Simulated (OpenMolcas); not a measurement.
# Cr³⁺ complex: multiconfigurational calculation (part 2 of 2)

Continued. System: Cr³⁺ with 6 ligands (Br; octahedron, 2.52 Å), neutralised by 6 outer point charges of +0.5 e, whose field is part of the energies. Method: state-averaged CASSCF, active space 3 electrons in the shell 3d, basis ANO-RCC-VDZP on the metal and ANO-RCC-VDZP on the ligands, DKH2 scalar Hamiltonian, spin-orbit coupling by RASSI with atomic mean-field integrals (OpenMolcas).

### The program's output (extracts), continued
```
--- RASSI ---
SPIN-FREE ENERGIES:
  (Shifted by EMIN (a.u.) =     -16676.6670419658)

 SF State       Relative EMIN(au)   Rel lowest level(eV)    D:o, cm**(-1)

     1             0.0000000000        0.0000000000              0.0000
     2             0.0447688379        1.2182221395           9825.6242
     3             0.0447688383        1.2182221520           9825.6243
     4             0.0447688383        1.2182221520           9825.6243
     5             0.0741244530        2.0170291201          16268.4370
     6             0.0741244530        2.0170291201          16268.4370
     7             0.0741244530        2.0170291201          16268.4370
    11             0.0849612280        2.3119127920          18646.8342
    12             0.0849612280        2.3119127920          18646.8342
    13             0.0889870585        2.4214612193          19530.4019
    14             0.0889870585        2.4214612193          19530.4019
    15             0.0889870585        2.4214612193          19530.4019
    16             0.1127986109        3.0694065696          24756.4335
    17             0.1127986109        3.0694065696          24756.4335
    18             0.1127986109        3.0694065696          24756.4335
    19             0.1159660206        3.1555961770          25451.5996
    20             0.1257474581        3.4217626512          27598.3770
    21             0.1257474581        3.4217626512          27598.3770
    22             0.1257474581        3.4217626512          27598.3770
     8             0.1294877109        3.5235401163          28419.2676
     9             0.1294877109        3.5235401163          28419.2676
    10             0.1294877109        3.5235401163          28419.2676
    23             0.1314900970        3.5780278158          28858.7406
    24             0.1314900970        3.5780278158          28858.7406
    25             0.1314900974        3.5780278284          28858.7407
    26             0.1419789755        3.8634447405          31160.7833
    27             0.1419789760        3.8634447556          31160.7834
    28             0.1500159041        4.0821407108          32924.6853
    29             0.1500159041        4.0821407108          32924.6853
    30             0.1500159041        4.0821407108          32924.6853
    31             0.1705210236        4.6401134372          37425.0388
    32             0.1705210236        4.6401134372          37425.0388
    33             0.1705210236        4.6401134372          37425.0388
    34             0.1724764382        4.6933229795          37854.2027
    35             0.1724764382        4.6933229795          37854.2027
    36             0.1724764390        4.6933229995          37854.2029
    37             0.2012342588        5.4758631433          44165.8148
    38             0.2055442206        5.5931431772          45111.7420
    39             0.2055442206        5.5931431772          45111.7420
    40             0.2055442206        5.5931431772          45111.7420
Eigenvalues of complex Hamiltonian:
   -----------------------------------
  (Shifted by EMIN (a.u.) =     -16676.6670419658)

 SO State       Relative EMIN(au)   Rel lowest level(eV)    D:o, cm**(-1)

     1            -0.0000509411        0.0000000000              0.0000
     2            -0.0000509411        0.0000000000              0.0000
     3            -0.0000509411        0.0000000000              0.0000
     4            -0.0000509411        0.0000000000              0.0000
     5             0.0441709314        1.2033384527           9705.5792
     6             0.0441709314        1.2033384527           9705.5792
     7             0.0445052155        1.2124347864           9778.9460
     8             0.0445052155        1.2124347864           9778.9460
     9             0.0445052157        1.2124347928           9778.9461
    10             0.0445052157        1.2124347928           9778.9461
    11             0.0450150209        1.2263073002           9890.8354
    12             0.0450150209        1.2263073002           9890.8354
    13             0.0450150211        1.2263073059           9890.8355
    14             0.0450150211        1.2263073059           9890.8355
    15             0.0450881590        1.2282974876           9906.8874
    16             0.0450881590        1.2282974876           9906.8874
    17             0.0735591881        2.0030336592          16155.5560
    18             0.0735591881        2.0030336592          16155.5560
    19             0.0736118194        2.0044658284          16167.1072
    20             0.0736118194        2.0044658284          16167.1072
    21             0.0736118194        2.0044658278          16167.1072
    22             0.0736118194        2.0044658278          16167.1072
    23             0.0744555274        2.0274242937          16352.2797
    24             0.0744555274        2.0274242937          16352.2797
    25             0.0744555274        2.0274242941          16352.2797
    26             0.0744555274        2.0274242941          16352.2797
    27             0.0749550520        2.0410170493          16461.9127
    28             0.0749550520        2.0410170493          16461.9127
    29             0.0849345968        2.3125742989          18652.1696
    30             0.0849345968        2.3125742989          18652.1696
    31             0.0849345968        2.3125742989          18652.1696
    32             0.0849345968        2.3125742989          18652.1696
    33             0.0888480058        2.4190635803          19511.0636
    34             0.0888480058        2.4190635803          19511.0636
    35             0.0888480058        2.4190635815          19511.0636
    36             0.0888480058        2.4190635815          19511.0636
    37             0.0892569437        2.4301913493          19600.8151
    38             0.0892569437        2.4301913493          19600.8151
    39             0.1126250672        3.0660703826          24729.5254
    40             0.1126250672        3.0660703826          24729.5254
    41             0.1128996997        3.0735435155          24789.8003
Weights of the five most important spin-orbit-free states for each spin-orbit state.

 SO State  Total energy (au)           Spin-free states, spin, and weights
 -------------------------------------------------------------------------------------------------------
    1        -0.000051       1 1.5  0.9992    3 1.5  0.0003    4 1.5  0.0002    2 1.5  0.0001   16 0.5  0.0001
    2        -0.000051       1 1.5  0.9992    3 1.5  0.0003    2 1.5  0.0002    4 1.5  0.0001   17 0.5  0.0001
    3        -0.000051       1 1.5  0.9992    4 1.5  0.0003    2 1.5  0.0002    3 1.5  0.0002   18 0.5  0.0001
    4        -0.000051       1 1.5  0.9992    2 1.5  0.0003    4 1.5  0.0002   18 0.5  0.0001    3 1.5  0.0001
    5         0.044171       2 1.5  0.3332    3 1.5  0.3332    4 1.5  0.3332    7 1.5  0.0001    6 1.5  0.0001
    6         0.044171       2 1.5  0.3332    3 1.5  0.3332    4 1.5  0.3332    7 1.5  0.0001    6 1.5  0.0001
    7         0.044505       2 1.5  0.5771    3 1.5  0.2182    4 1.5  0.2025    1 1.5  0.0006    7 1.5  0.0005
    8         0.044505       2 1.5  0.5771    3 1.5  0.2183    4 1.5  0.2024    1 1.5  0.0006    7 1.5  0.0005
    9         0.044505       4 1.5  0.4627    3 1.5  0.4470    2 1.5  0.0882    1 1.5  0.0006    5 1.5  0.0004
   10         0.044505       4 1.5  0.4628    3 1.5  0.4469    2 1.5  0.0882    1 1.5  0.0006    5 1.5  0.0004
   11         0.045015       2 1.5  0.5760    4 1.5  0.2241    3 1.5  0.1972    6 1.5  0.0009    5 1.5  0.0008
   12         0.045015       2 1.5  0.5760    4 1.5  0.2239    3 1.5  0.1974    6 1.5  0.0009    5 1.5  0.0008
```

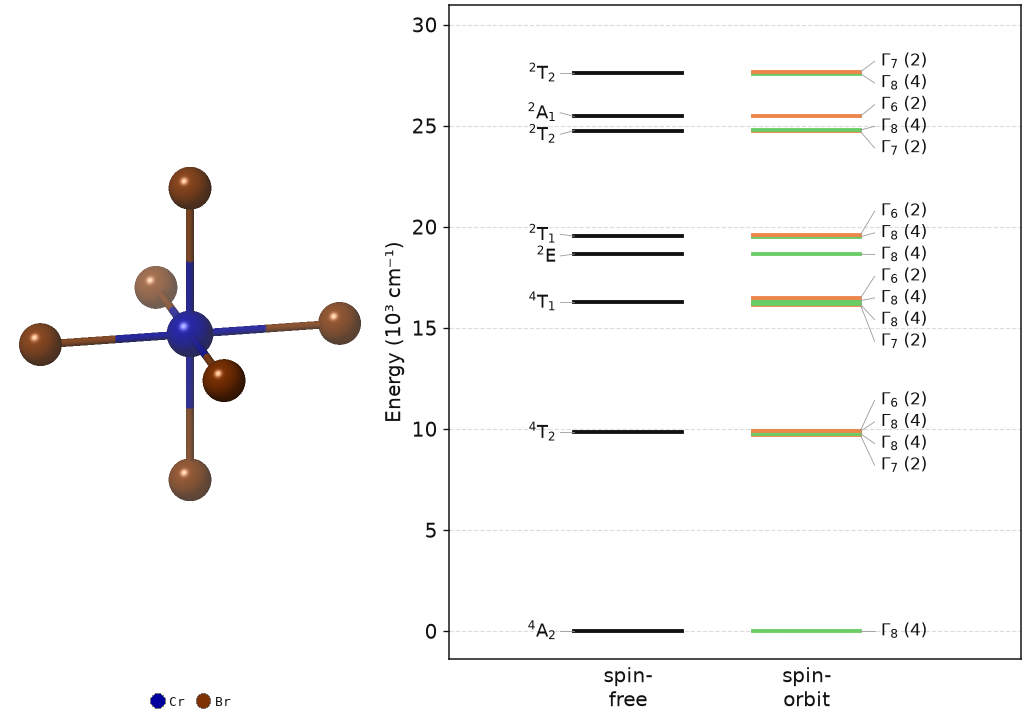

Figure 1. Cr³⁺ (3d³) with 6 ligands, Br⁻, at 2.52 Å (arrangement: octahedron, Oh), neutralised by outer point charges of +0.5 e, and its levels. Labels give the representation in O, Td, D4 or D3 as the site allows (double group for half-integer spin) where it could be assigned and, in brackets, the degeneracy; spin-free states, where drawn, share the zero of the spin-orbit levels. The ground level is Γ₈, 4-fold degenerate, 100 % from states of spin multiplicity 4. The next level lies at 9,710 cm⁻¹ (Γ₇). The lowest spin-free state is ⁴A₂; of the same spin there follow at 9,830 cm⁻¹ (⁴T₂) and 16,300 cm⁻¹ (⁴T₁) above it. The active orbitals hold 85 to 96 % metal character (Löwdin), and the Mulliken charge of the metal is +0.99.

Outcome of the run: converged.
